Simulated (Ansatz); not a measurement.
# Cl$_{3}$FH$_{2}$O$_{2}$W (SMILES [OH][W]([OH])([F])([Cl])([Cl])[Cl]): what the fields show

```xyz
9

O    -1.6788   -0.7193    0.1629
W    -0.0466    0.1508    0.1866
O     1.6796    0.7179   -0.1600
F     0.3329   -1.0551   -1.2328
Cl   -0.8566    1.7029   -1.3296
Cl   -0.5003    1.5921    1.8824
Cl    0.7567   -1.3808    1.7237
H    -1.9931   -1.4242   -0.4099
H     2.3062    0.4157   -0.8233
```

Geometry: PBE0-D4/def2-TZVP; core potentials replace the inner electrons of W.

The calculation used RKS PBE0-D4/def2-TZVPP in Ansatz.

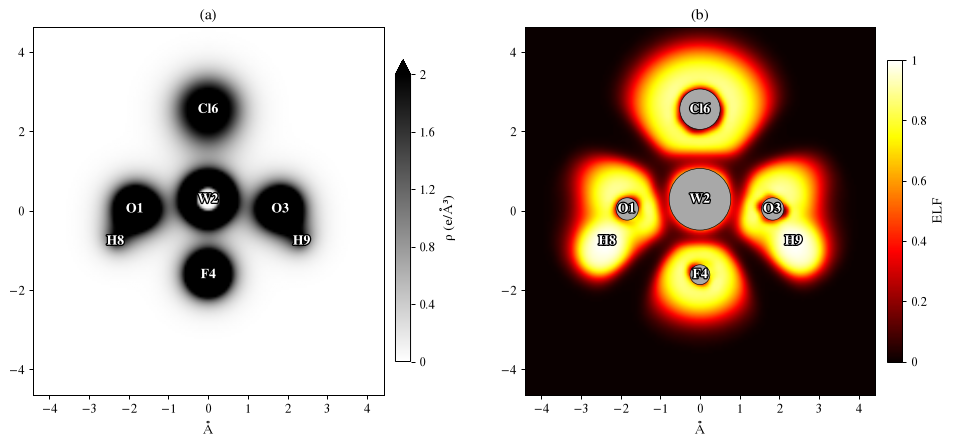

Figure 1. (a) electron density; (b) ELF on the plane of atoms O1, W2 and F4. Grey discs cover the atomic cores in the ELF map.

### What do the fields say about this system?

- The plane passes through O, W, F, Cl and H nuclei.
- W–O (1.85 Å): ρ is about 1.3 e/Å³ halfway; the ELF peaks at about 0.85 in the valence shell of O, 0.6 Å from its nucleus, and drops to about 0.30 between the two atoms.
- W–F (1.90 Å): ρ is about 1.1 e/Å³ halfway; the ELF peaks at about 0.80 in the valence shell of F, 0.5 Å from its nucleus, and drops to about 0.25 between the two atoms.
- W–Cl (2.27 Å): ρ at the midpoint is about 0.77 e/Å³; the ELF peaks at about 0.85 in the valence shell of Cl, 0.8 Å from its nucleus, and is about 0.45 at the midpoint.
- O–H (0.96 Å): the density is about 3.8 e/Å³ at the midpoint; the ELF climbs to about 1 towards the hydrogen, as it does in any bond to H: a covalent bond by its length.

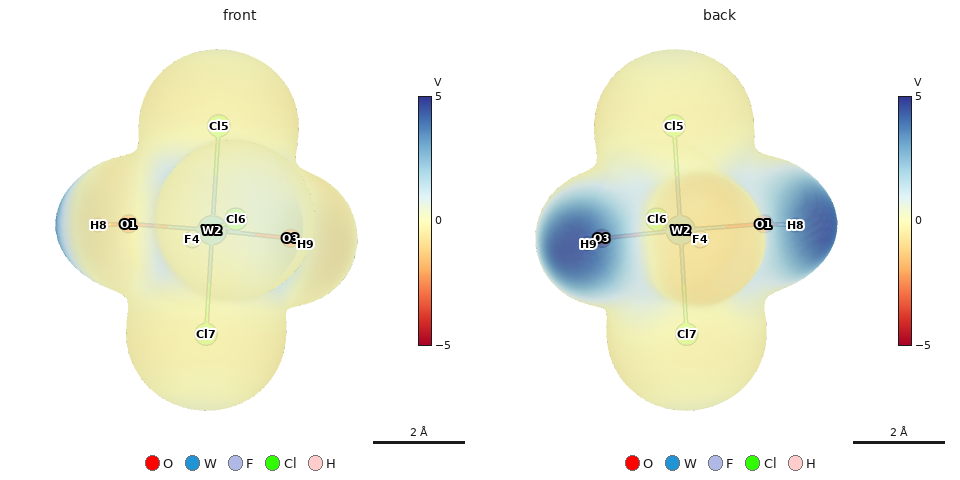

Figure 2. The molecular electrostatic potential painted on the density surface at 0.004 e/bohr³, seen from the front and from behind; red is negative and blue positive.

### Where is the surface potential most negative and most positive?

The most negative region (about −0.7 V, or −16 kcal/mol for a unit charge) lies over F4, the most positive (about +4.4 V, or +101 kcal/mol for a unit charge) over H8 and H9. Cl5 shows a σ-hole: about +0.2 V at the tip opposite its bond, against about −0.2 V on its flanks. Cl6 shows a σ-hole: about +0.5 V, or +12 kcal/mol for a unit charge at the tip opposite its bond, against about 0.0 V on its flanks. Cl7 shows a σ-hole: about +0.2 V at the tip opposite its bond, against about −0.2 V on its flanks.

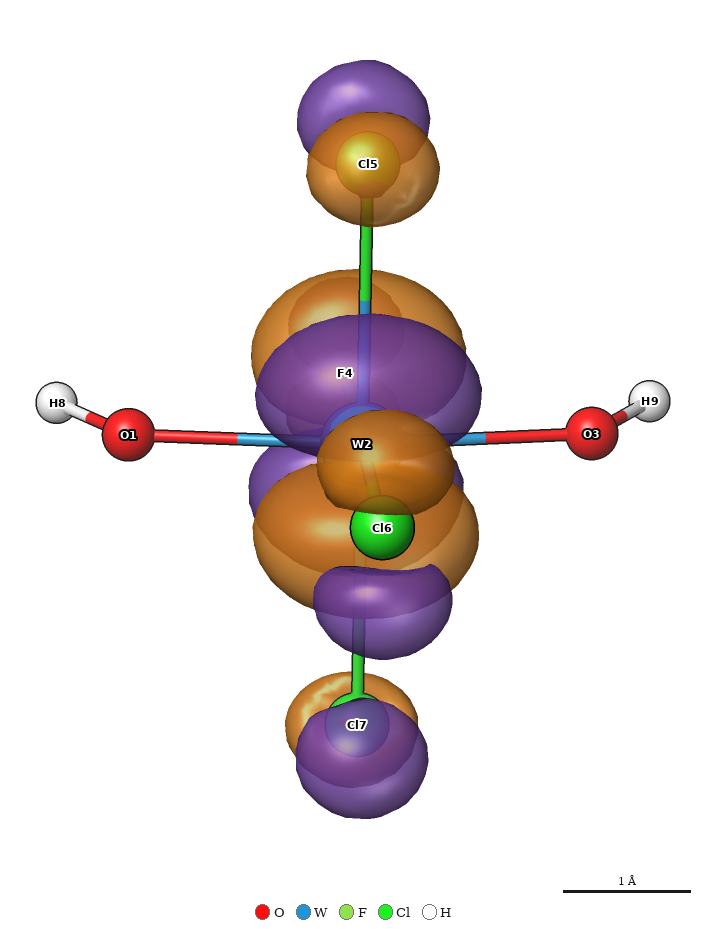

Figure 3. The LUMO at ±0.15 Å⁻³ᐟ² (orange and purple are the two phases), seen across its widest extent.

### Describe this orbital and give its energy.

By Hirshfeld shares it lies mainly on W2 (about 60 %), Cl6 (about 10 %), Cl5 (about 10 %), Cl7 (about 10 %) and F4 (about 5 %). Its energy is −4.42 eV.
